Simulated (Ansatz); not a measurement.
Partial pair distribution functions of a relaxed model of amorphous Sb$_{22}$Se$_{33}$, broadened by 0.06 Å; density 5.70 g/cm³. The numbers are results of PBE-D3(BJ), scalar-relativistic without spin-orbit coupling, PAW (Ansatz default set, large-core Se) (plane waves to 420 eV; Ansatz, a program for electronic structure), not measurements.

A CHGNet melt-quench gave the starting glass, which DFT then relaxed. The hot cell started wider than the set density and was brought back towards it in steps. It is the lowest in DFT energy of 3 quenches. It is a model cell: composition and starting density were chosen by hand, and all elements were melted together. The geometry includes D3(BJ) dispersion. Its density started from a set value of 5.25 and ended at 5.70 g/cm³. The quench (nominally 79 K/ps over its main leg) was far faster than any real one, so the model tends to hold more defects than a real film. Values belong to this one cell and scatter from quench to quench. Volume and shape were free in the relaxation. On a 2×2×2 Γ-centred mesh force components of up to 0.41 eV/Å stay, since the relaxation ran on one k-point at (1/4, 1/4, 1/4).

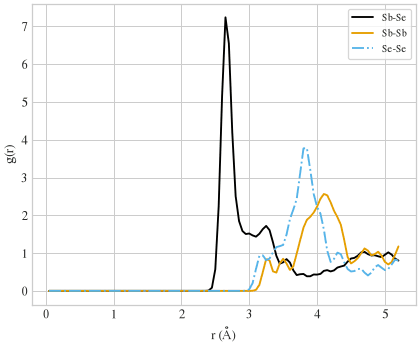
Partial pair distribution functions

Highest peaks under 4.5 Å: Sb-Se near 2.65 Å, Sb-Sb near 4.10 Å, Se-Se near 3.85 Å; pairs of few atoms are noisy.

Within 3.04 Å each Sb has 3.55 Se neighbours on average.
